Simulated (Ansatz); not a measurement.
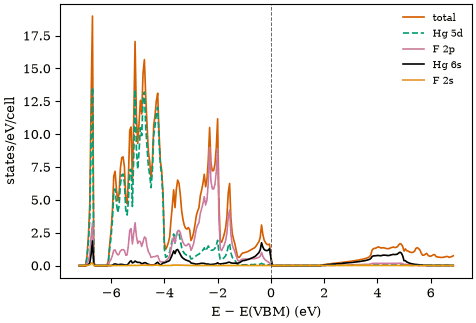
Figure. Total and projected density of states of HgF in space group I4/mmm (No. 139; Hg on 4e, F on 4e), r²SCAN (plane waves, PAW; program Ansatz)

Question: Which orbitals carry the states next to the gap?

Answer: Top 1 eV of the valence band: Hg 6s 57 %, F 2p 33 %, Hg 5d 5 %. Bottom 1 eV of the conduction band: Hg 6s 68 %, F 2p 16 %, Hg 5d 10 %. Projections are on Löwdin-orthogonalised atomic valence shells; empty p or d shells of many metals are not among them.

Question: Where is the tallest occupied peak in this window, and what makes it?

Answer: Near -6.7 eV, about 19 states/eV per cell; the largest projected share is Hg 5d.

The workflow started from a Materials Project entry (that database holds measured and hypothetical structures alike); the Crystallography Open Database files this formula in space group No. 139, but the cells were not matched. Its standing as an ambient phase is unchecked. Symmetry was held in the r²SCAN relaxation; whether a distortion lowers the energy is not shown. A crystal of weakly bound molecules computed without a dispersion correction: the cell and the soft elastic constants depend strongly on that. Scalar-relativistic: spin–orbit coupling is off unless named, which matters more the heavier the elements.

Potentials: the later of the program's two PAW sets.
